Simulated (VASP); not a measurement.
# From one sheet to two: 1T-CaI2 monolayer, part 8 of 8

Aim: relax 1T-CaI2 monolayer, place its levels against the vacuum, then find how two sheets stack and bind.

VASP 6.6.1, plane waves and PAW; the level of theory is named at each step.

So far. Step 12 (A rigid stacking): Energy at zero smearing: -121.77600 eV.

## Step 13: Relaxing the bilayer (continued)

Level of this step: r2SCAN with rVV10; plane waves and PAW (Ca_pv, I) (VASP).

Relaxation path:

| step | energy less that of the first step (eV) | largest force (eV/Å) |
| --- | --- | --- |
| 1 | 0.0000 | 0.1931 |
| 2 | -0.0050 | 0.1261 |
| 3 | -0.0091 | 0.1101 |
| 4 | -0.0092 | 0.1207 |
| 5 | -0.0117 | 0.0686 |
| 6 | -0.0124 | 0.0977 |
| 7 | -0.0122 | 0.1568 |
| 8 | -0.0125 | 0.1203 |
| 9 | -0.0149 | 0.1108 |
| 10 | -0.0214 | 0.0853 |
| 11 | -0.0278 | 0.0226 |
| 12 | -0.0260 | 0.0933 |
| 13 | -0.0301 | 0.0349 |
| 14 | -0.0305 | 0.0467 |
| 15 | -0.0307 | 0.0217 |
| 16 | -0.0307 | 0.0309 |
| 17 | -0.0308 | 0.0086 |
| 18 | -0.0308 | 0.0085 |
| 19 | -0.0309 | 0.0059 |
| 20 | -0.0309 | 0.0042 |
| 21 | -0.0309 | 0.0034 |

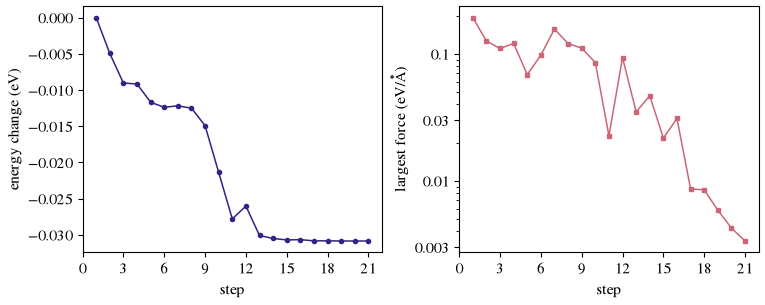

Energy and largest force along the relaxation.

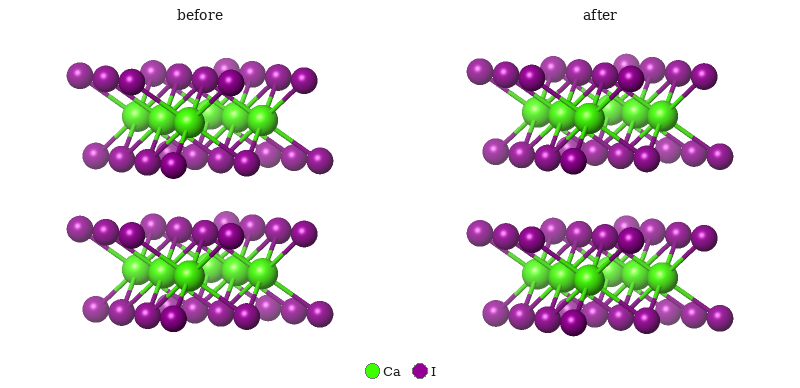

Before and after, at one scale.

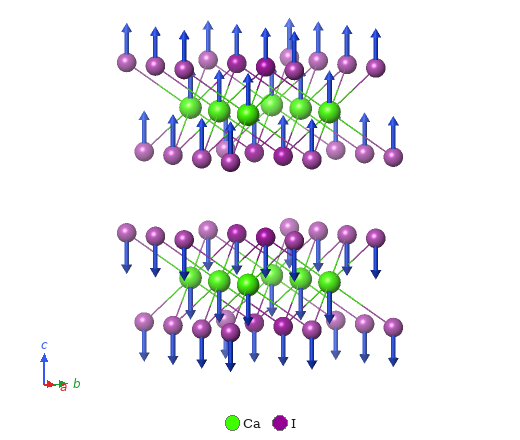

Displacements in the relaxation, exaggerated; the longest in the cell stands for 0.19 Å. 2×1×1 cells are drawn. Some periodic images of atoms are drawn too.

The atoms that moved most (Å):

| atom | dx | dy | dz | length |
| --- | --- | --- | --- | --- |
| I5 | 0.000 | 0.000 | 0.186 | 0.186 |
| I4 | 0.000 | 0.000 | -0.186 | 0.186 |
| Ca1 | 0.000 | 0.000 | -0.182 | 0.182 |
| Ca2 | 0.000 | 0.000 | 0.182 | 0.182 |
| I6 | 0.000 | 0.000 | 0.178 | 0.178 |
| I3 | 0.000 | 0.000 | -0.178 | 0.178 |

The relaxed structure:

```
Ca I
1.0
     4.47063    0.00000    0.00000
    -2.23532    3.87168    0.00000
     0.00000    0.00000   27.23875
Ca I
2 4
Cartesian
  0.0000 0.0000 10.1026
  0.0000 0.0000 17.1362
  0.0000 2.5811 8.3222
  2.2353 1.2906 11.8831
  0.0000 2.5811 15.3557
  2.2353 1.2906 18.9166
```

Numbers from this step:

| Item | Value |
| --- | --- |
| electronic cycles | 260 |
| free energy (TOTEN) | -121.8106 eV |
| Fermi energy | -2.717 eV |
| dipole moment | 0, 0, 0 e·Å |
| gap on the k-mesh | 4.256 eV |
| least direct gap on the k-mesh | 4.747 eV |

The run ended after 21 ionic steps, 0.031 eV below its first step, once the forces on the free atoms met EDIFFG = -0.004.

## Step 14: Levels and bands of the bilayer

The same static run as for one sheet shows what the neighbour does to the levels.

File INCAR:

```
SYSTEM = CaI2
PREC = Normal
ENCUT = 350
EDIFF = 1E-06
NELM = 120
ISMEAR = 0
SIGMA = 0.03
LREAL = .FALSE.
ALGO = Normal
METAGGA = R2SCAN
LUSE_VDW = .TRUE.
IVDW_NL = 2
BPARAM = 11.95
CPARAM = 0.0093
LASPH = .TRUE.
NBANDS = 28
LORBIT = 11
LWAVE = .FALSE.
LCHARG = .FALSE.
KPAR = 4
IDIPOL = 3
LDIPOL = .TRUE.
DIPOL = 0.5 0.5 0.5
LVHAR = .TRUE.
LVACPOTAV = .TRUE.
NEDOS = 1500
```

File POSCAR:

```
CaI2
1.0
    4.4706327046      0.0000000000      0.0000000000
   -2.2353163523      3.8716814932      0.0000000000
    0.0000000000      0.0000000000     27.2387535912
Ca I
2 4
Direct
    0.0000000000      0.0000000000      0.3708890895
    0.0000000000      0.0000000000      0.6291109105
    0.3333333300      0.6666666700      0.3055262246
    0.6666666700      0.3333333300      0.4362556879
    0.3333333300      0.6666666700      0.5637443121
    0.6666666700      0.3333333300      0.6944737754
```

File KPOINTS:

```
Automatic mesh
0
Gamma
9 9 1
0 0 0
```

File KPOINTS_OPT:

```
Line mode
14
Line-mode
Reciprocal
  0.00000000   0.00000000   0.00000000 GAMMA
  0.50000000   0.00000000   0.00000000 M

  0.50000000   0.00000000   0.00000000 M
  0.33333333   0.33333333   0.00000000 K

  0.33333333   0.33333333   0.00000000 K
  0.00000000   0.00000000   0.00000000 GAMMA
```

PAW data sets: Ca_pv and I (PBE family, release 64).

Launch:

```console
$ mpirun -np 4 vasp_std
```

The log of the run:

```text
[... set-up lines as in an earlier step ...]
 entering main loop
       N       E                     dE             d eps       ncg     rms          rms(c)
Total rVV10 correction in eV:      1.4759233    55.9611702
Total rVV10 correction in eV:      1.4759233    55.9611702
Total rVV10 correction in eV:      1.4759233    55.9611702
Total rVV10 correction in eV:      1.4759233    55.9611702
DAV:   1     0.299774975020E+03    0.29977E+03   -0.12907E+04   796   0.109E+03
DAV:   2    -0.476399076691E+02   -0.34741E+03   -0.34078E+03   776   0.319E+02
DAV:   3    -0.122004329044E+03   -0.74364E+02   -0.70040E+02   948   0.141E+02
DAV:   4    -0.126735324943E+03   -0.47310E+01   -0.47258E+01   928   0.397E+01
DAV:   5    -0.126905027783E+03   -0.16970E+00   -0.16967E+00  1144   0.825E+00    0.676E+00
Total rVV10 correction in eV:      1.4954258    55.9622246
Total rVV10 correction in eV:      1.4954258    55.9622246
Total rVV10 correction in eV:      1.4954258    55.9622246
Total rVV10 correction in eV:      1.4954258    55.9622246
DAV:   6    -0.121781805055E+03    0.51232E+01   -0.12896E+00   848   0.790E+00    0.479E+00
Total rVV10 correction in eV:      1.5362220    55.9629270
Total rVV10 correction in eV:      1.5362220    55.9629270
Total rVV10 correction in eV:      1.5362220    55.9629270
Total rVV10 correction in eV:      1.5362220    55.9629270
DAV:   7    -0.121796846698E+03   -0.15042E-01   -0.35725E-01  1168   0.431E+00    0.141E+00
Total rVV10 correction in eV:      1.5402728    55.9626137
Total rVV10 correction in eV:      1.5402728    55.9626137
Total rVV10 correction in eV:      1.5402728    55.9626137
Total rVV10 correction in eV:      1.5402728    55.9626137
DAV:   8    -0.121803847045E+03   -0.70003E-02   -0.23393E-02  1036   0.767E-01    0.119E+00
Total rVV10 correction in eV:      1.5441393    55.9625793
Total rVV10 correction in eV:      1.5441393    55.9625793
Total rVV10 correction in eV:      1.5441393    55.9625793
Total rVV10 correction in eV:      1.5441393    55.9625793
DAV:   9    -0.121805740552E+03   -0.18935E-02   -0.20608E-03  1120   0.266E-01    0.921E-01
Total rVV10 correction in eV:      1.5537581    55.9622498
Total rVV10 correction in eV:      1.5537581    55.9622498
Total rVV10 correction in eV:      1.5537581    55.9622498
Total rVV10 correction in eV:      1.5537581    55.9622498
DAV:  10    -0.121809012285E+03   -0.32717E-02   -0.32712E-03   792   0.420E-01    0.268E-01
Total rVV10 correction in eV:      1.5566614    55.9621606
Total rVV10 correction in eV:      1.5566614    55.9621606
Total rVV10 correction in eV:      1.5566614    55.9621606
Total rVV10 correction in eV:      1.5566614    55.9621606
DAV:  11    -0.121808923514E+03    0.88771E-04   -0.10621E-03   976   0.176E-01    0.785E-02
Total rVV10 correction in eV:      1.5574303    55.9619115
Total rVV10 correction in eV:      1.5574303    55.9619115
Total rVV10 correction in eV:      1.5574303    55.9619115
Total rVV10 correction in eV:      1.5574303    55.9619115
DAV:  12    -0.121809338047E+03   -0.41453E-03   -0.13580E-04   992   0.614E-02    0.411E-02
Total rVV10 correction in eV:      1.5584361    55.9615601
Total rVV10 correction in eV:      1.5584361    55.9615601
Total rVV10 correction in eV:      1.5584361    55.9615601
Total rVV10 correction in eV:      1.5584361    55.9615601
DAV:  13    -0.121809833261E+03   -0.49521E-03   -0.18050E-04   824   0.609E-02    0.240E-02
Total rVV10 correction in eV:      1.5587507    55.9614283
Total rVV10 correction in eV:      1.5587507    55.9614283
Total rVV10 correction in eV:      1.5587507    55.9614283
Total rVV10 correction in eV:      1.5587507    55.9614283
DAV:  14    -0.121810005938E+03   -0.17268E-03   -0.17002E-05   952   0.215E-02    0.258E-02
Total rVV10 correction in eV:      1.5589868    55.9612449
Total rVV10 correction in eV:      1.5589868    55.9612449
Total rVV10 correction in eV:      1.5589868    55.9612449
Total rVV10 correction in eV:      1.5589868    55.9612449
DAV:  15    -0.121810249113E+03   -0.24318E-03   -0.28925E-05   816   0.272E-02    0.143E-02
Total rVV10 correction in eV:      1.5591550    55.9611724
Total rVV10 correction in eV:      1.5591550    55.9611724
Total rVV10 correction in eV:      1.5591550    55.9611724
Total rVV10 correction in eV:      1.5591550    55.9611724
DAV:  16    -0.121810409238E+03   -0.16012E-03   -0.26073E-05   820   0.242E-02    0.858E-03
Total rVV10 correction in eV:      1.5591646    55.9611724
Total rVV10 correction in eV:      1.5591646    55.9611724
Total rVV10 correction in eV:      1.5591646    55.9611724
Total rVV10 correction in eV:      1.5591646    55.9611724
DAV:  17    -0.121810443208E+03   -0.33970E-04   -0.22400E-06   748   0.896E-03    0.834E-03
Total rVV10 correction in eV:      1.5591588    55.9611724
Total rVV10 correction in eV:      1.5591588    55.9611724
Total rVV10 correction in eV:      1.5591588    55.9611724
Total rVV10 correction in eV:      1.5591588    55.9611724
DAV:  18    -0.121810479609E+03   -0.36401E-04   -0.23289E-06   660   0.901E-03    0.505E-03
Total rVV10 correction in eV:      1.5591336    55.9611725
Total rVV10 correction in eV:      1.5591336    55.9611725
Total rVV10 correction in eV:      1.5591336    55.9611725
Total rVV10 correction in eV:      1.5591336    55.9611725
DAV:  19    -0.121810524360E+03   -0.44750E-04   -0.95436E-06   696   0.127E-02    0.618E-03
Total rVV10 correction in eV:      1.5591337    55.9611726
Total rVV10 correction in eV:      1.5591337    55.9611726
Total rVV10 correction in eV:      1.5591337    55.9611726
Total rVV10 correction in eV:      1.5591337    55.9611726
DAV:  20    -0.121810528013E+03   -0.36536E-05   -0.47221E-07   652   0.538E-03    0.474E-03
Total rVV10 correction in eV:      1.5591316    55.9611745
Total rVV10 correction in eV:      1.5591316    55.9611745
Total rVV10 correction in eV:      1.5591316    55.9611745
Total rVV10 correction in eV:      1.5591316    55.9611745
DAV:  21    -0.121810535961E+03   -0.79482E-05   -0.48334E-07   600   0.486E-03    0.232E-03
Total rVV10 correction in eV:      1.5591265    55.9611854
Total rVV10 correction in eV:      1.5591265    55.9611854
Total rVV10 correction in eV:      1.5591265    55.9611854
Total rVV10 correction in eV:      1.5591265    55.9611854
DAV:  22    -0.121810547593E+03   -0.11631E-04   -0.10476E-06   592   0.725E-03    0.425E-03
Total rVV10 correction in eV:      1.5591273    55.9611858
Total rVV10 correction in eV:      1.5591273    55.9611858
Total rVV10 correction in eV:      1.5591273    55.9611858
Total rVV10 correction in eV:      1.5591273    55.9611858
DAV:  23    -0.121810549649E+03   -0.20561E-05   -0.20424E-07   516   0.409E-03    0.316E-03
Total rVV10 correction in eV:      1.5591276    55.9611827
Total rVV10 correction in eV:      1.5591276    55.9611827
Total rVV10 correction in eV:      1.5591276    55.9611827
Total rVV10 correction in eV:      1.5591276    55.9611827
DAV:  24    -0.121810554675E+03   -0.50268E-05   -0.61380E-07   560   0.586E-03    0.332E-03
Total rVV10 correction in eV:      1.5591277    55.9611812
Total rVV10 correction in eV:      1.5591277    55.9611812
Total rVV10 correction in eV:      1.5591277    55.9611812
Total rVV10 correction in eV:      1.5591277    55.9611812
DAV:  25    -0.121810557992E+03   -0.33169E-05   -0.42065E-07   536   0.463E-03    0.351E-03
Total rVV10 correction in eV:      1.5591276    55.9611810
Total rVV10 correction in eV:      1.5591276    55.9611810
Total rVV10 correction in eV:      1.5591276    55.9611810
Total rVV10 correction in eV:      1.5591276    55.9611810
DAV:  26    -0.121810558035E+03   -0.43151E-07   -0.74178E-08   476   0.247E-03
 [... a notice as in an earlier step ...]

Total rVV10 correction in eV:      1.5591266    55.9611761
Total rVV10 correction in eV:      1.5591266    55.9611761
Total rVV10 correction in eV:      1.5591266    55.9611761
Total rVV10 correction in eV:      1.5591266    55.9611761
Total rVV10 correction in eV:      1.5591274    55.9611793
Total rVV10 correction in eV:      1.5591274    55.9611793
Total rVV10 correction in eV:      1.5591274    55.9611793
Total rVV10 correction in eV:      1.5591274    55.9611793
   1 F= -.12181056E+03 E0= -.12181056E+03  d E =-.125554E-11
 Start KPOINTS_OPT (optional k-point list driver)
k-point batch [1-12\42]
       N       E                     dE             ncg
DAV:   1    -0.522387788322E+03   -0.48502E+04      788
DAV:   2    -0.484029477778E+04   -0.43179E+04      756
DAV:   3    -0.583894198690E+04   -0.99865E+03      956
DAV:   4    -0.590576331668E+04   -0.66821E+02      880
DAV:   5    -0.590899701475E+04   -0.32337E+01     1168
DAV:   6    -0.590904051599E+04   -0.43501E-01     1096
DAV:   7    -0.590904297567E+04   -0.24597E-02     1152
DAV:   8    -0.590904312728E+04   -0.15161E-03     1160
DAV:   9    -0.590904313413E+04   -0.68506E-05      952
DAV:  10    -0.590904313461E+04   -0.47883E-06      712
[...]
k-point batch [37-42\42]
       N       E                     dE             ncg
DAV:   1     0.433995304636E+04   -0.84567E+03      376
DAV:   2     0.223287876961E+04   -0.21071E+04      336
DAV:   3     0.165412994291E+04   -0.57875E+03      536
DAV:   4     0.161793436625E+04   -0.36196E+02      392
DAV:   5     0.161610870456E+04   -0.18257E+01      640
DAV:   6     0.161609580995E+04   -0.12895E-01      560
DAV:   7     0.161609513726E+04   -0.67268E-03      600
DAV:   8     0.161609511227E+04   -0.24990E-04      576
DAV:   9     0.161609511103E+04   -0.12404E-05      440
DAV:  10     0.161609511088E+04   -0.14873E-06      376
```

The job ended after 2.4 min (4 MPI ranks of Intel Xeon 6975P-C (Granite Rapids), shared host; peak memory 1.8 GiB).

From OUTCAR (step 14):

```text
   NELECT =      44.0000    total number of electrons

 E-fermi :  -2.7172

 k-point     1 :       0.0000    0.0000    0.0000
  band No.  band energies     occupation
    ...
     18      -2.9254      2.00000
     19      -2.9151      2.00000
     20      -2.9151      2.00000
     21      -2.8501      2.00000
     22      -2.8501      2.00000
     23       2.2515      0.00000
     24       2.2566      0.00000
     25       2.2989      0.00000
     26       2.2991      0.00000
     27       2.3252      0.00000
    ...

  Total        0.0863178      0.0863178     -0.0561874      0.0000000     -0.0000000      0.0000000
  in kB        0.2933289      0.2933289     -0.1909387      0.0000000     -0.0000000      0.0000000
  external PRESSURE =       0.1319064 kB  Pullay stress =       0.0000000 kB

 POSITION                                       TOTAL-FORCE (eV/Angst)
 -----------------------------------------------------------------------------------
      0.00000      0.00000     10.10256        -0.000000     -0.000000      0.003525
      0.00000      0.00000     17.13620        -0.000000      0.000000     -0.003525
     -0.00000      2.58112      8.32215        -0.000000      0.000000      0.001264
      2.23532      1.29056     11.88306        -0.000000     -0.000000      0.001183
     -0.00000      2.58112     15.35569         0.000000      0.000000     -0.001183
      2.23532      1.29056     18.91660         0.000000     -0.000000     -0.001264
 -----------------------------------------------------------------------------------
    total drift:                                0.000000     -0.000000     -0.000000

  FREE ENERGIE OF THE ION-ELECTRON SYSTEM (eV)
  ---------------------------------------------------
  free  energy   TOTEN  =      -121.8105580355 eV

  energy  without entropy=     -121.8105580355  energy(sigma->0) =     -121.81055804

 vacuum level on the upper side and lower side of the slab         4.144         4.144

[... 9 parts as in an earlier step ...]

[... 9 further parts left out ...]
```

Numbers from this step:

- electronic cycles: 26
- least gap on mesh and path: 4.236 eV
- least direct gap on mesh and path: 4.747 eV
- vacuum levels: 4.144, 4.144 eV
- ionisation potentials of the upper and lower face: 6.994, 6.994 eV
- electron affinities of the upper and lower face: 2.758, 2.758 eV

Electronic bands along the path, in eV, zero at the valence-band top; v1 is the highest filled band, c1 the lowest empty one:

| point | v4 | v3 | v2 | v1 | c1 | c2 | c3 | c4 |
| --- | --- | --- | --- | --- | --- | --- | --- | --- |
| Γ | -0.07 | -0.07 | 0.00 | 0.00 | 5.10 | 5.11 | 5.15 | 5.15 |
| M | -0.71 | -0.71 | -0.61 | -0.59 | 4.24 | 4.32 | 5.98 | 6.02 |
| K | -0.88 | -0.88 | -0.63 | -0.63 | 5.38 | 5.54 | 5.58 | 5.58 |
| Γ | -0.07 | -0.07 | 0.00 | 0.00 | 5.10 | 5.11 | 5.15 | 5.15 |

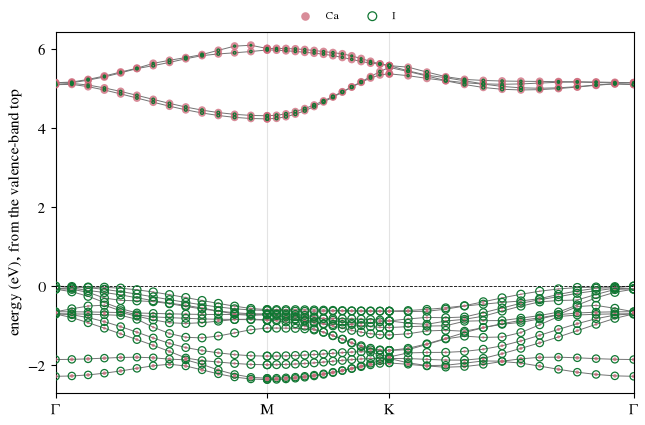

Electronic bands along the path; dots are coloured as in the legend, and their area grows with the weight.

The planar average of the electrostatic potential oscillates, so the rows of the table below give means over windows of 2.5 Å about each position, cut where the curve ends. Its maxima inside the range that stand out by 2 % of the span (Å: eV): 9.3: 0.0206, 10.9: -0.0042, 13.6: 6.40, 16.3: -0.0042, 17.9: 0.0206. Its minima: 8.3: -8.43, 10.1: -2.48, 11.9: -8.42, 15.3: -8.42, 17.2: -2.48, 18.9: -8.43.

Zero at the Fermi level. Table of planar average of the electrostatic potential by height; means over each step:

| height (Å) | planar average of the electrostatic potential (eV) |
| --- | --- |
| 0.0 | 6.86 |
| 2.5 | 6.86 |
| 5.0 | 6.85 |
| 7.5 | 0.245 |
| 10.0 | -1.54 |
| 12.5 | -0.709 |
| 15.0 | -1.54 |
| 17.5 | -2.13 |
| 20.0 | 1.70 |
| 22.5 | 6.86 |
| 25.0 | 6.86 |

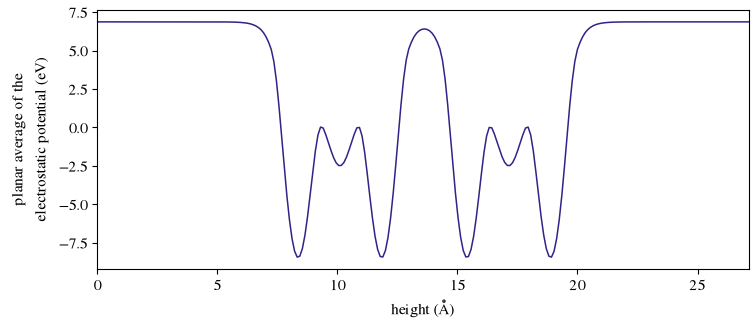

Planar average of the electrostatic potential against height.

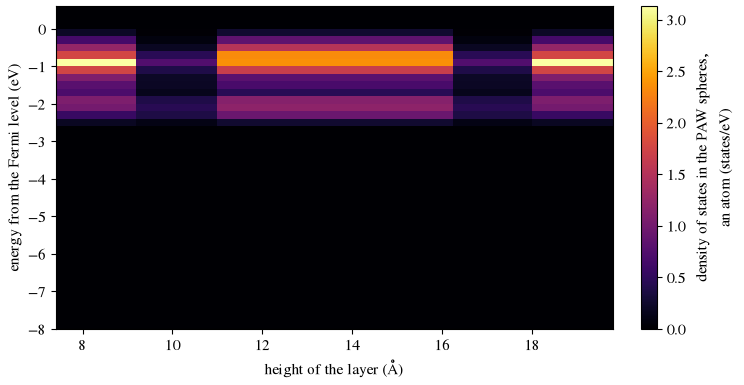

Density of states in the PAW spheres, an atom over height of the layer and energy from the Fermi level.

The map of layer states is cut here 0.5 eV above the Fermi level, so it leaves out the states above that.

The vacuum level lies 6.99 eV above the highest filled level at the upper face; both faces agree, as the slab has next to no dipole.

The program found no field-free point at its default tolerance, but its printed level agrees with the flat part of the planar average.

## Step 15: Derived quantities

This step: monolayer and bilayer, r2SCAN + rVV10; plane waves and PAW (VASP 6.6.1).

No new run; the numbers come from the runs before.

Numbers from this step:

| Item | Value |
| --- | --- |
| polarisability per area of the slab or monolayer | 0.4020 Å |
| binding energy | -9.485 meV/Å² |
| interlayer gap | 3.473 Å |
| bilayer gap | 4.236 eV |
| bilayer level below vacuum | 6.994 eV |
| lattice a | 4.471 Å |
| lattice b | 4.471 Å |
| thickness | 3.569 Å |
| monolayer gap | 4.317 eV |
| ionisation potential at the upper face | 7.015 eV |

VASP counts both for electrons: a positive EFIELD is a field along -c, and a positive dipole, in electrons times A, points along -c. Field, by row:

```csv
EFIELD (eV/Å),dipole along z of the monolayer (e Å),energy change of the monolayer (eV)
-0.1,-0.04835,-0.00242
0,0,0
0.1,0.04831,-0.00242
```

Rigid sheets, 3.1 Å apart. Stackings, by row:

| stacking | energy above the lowest (meV/Å²) |
| --- | --- |
| same orientation, shift 0.00 0.00 | 0 |
| turned by 180 degrees, shift 0.33 0.67 | 0.2124 |
| same orientation, shift 0.67 0.33 | 0.5233 |
| same orientation, shift 0.33 0.67 | 41.46 |
| turned by 180 degrees, shift 0.00 0.00 | 41.59 |

The polarisability is the slope of the dipole against the field, as a volume for each unit of area.

## Step 16: What came out

```
lattice a                                        : 4.47 Å
monolayer gap                                    : 4.32 eV
binding energy                                   : -9.49 meV/Å²
interlayer gap                                   : 3.47 Å
bilayer gap                                      : 4.24 eV
polarisability per area of the slab or monolayer : 0.402 Å
```

In words: The monolayer relaxes to a = 4.471 Å and has a gap of 4.32 eV. The ionisation potential is 7.01 eV at both faces. Of 5 rigid stackings the lowest has the upper sheet in the same orientation and shifted by (0.00, 0.00) in cell vectors, and the highest lies 41.6 meV/Å² above it. Relaxed, the sheets lie 3.47 Å apart and bind by 9.5 meV/Å². The next stacking lies close, and only the lowest was relaxed, so the order could change. The second sheet narrows the gap, to 4.24 eV. All runs are without spin polarisation. The bilayer keeps the monolayer's lattice, and only high-symmetry stackings were tried. Semilocal gaps are too small. The run with spin-orbit coupling gave no result.

[Lines on the potential files, build, host, timing and source positions are cut from VASP's logs without a mark.]

[Logs are printed without paths, hosts, clocks, repeated set-up lines and the standing remarks that a program may print on its own settings, such as how far it seeks lower states.]

[Hosts, paths, dates, database ids (printed as entryN), source tags and the programs' standing remarks are cut or masked in the printed files.]

[Runs that stopped without an error message from VASP are left out.]
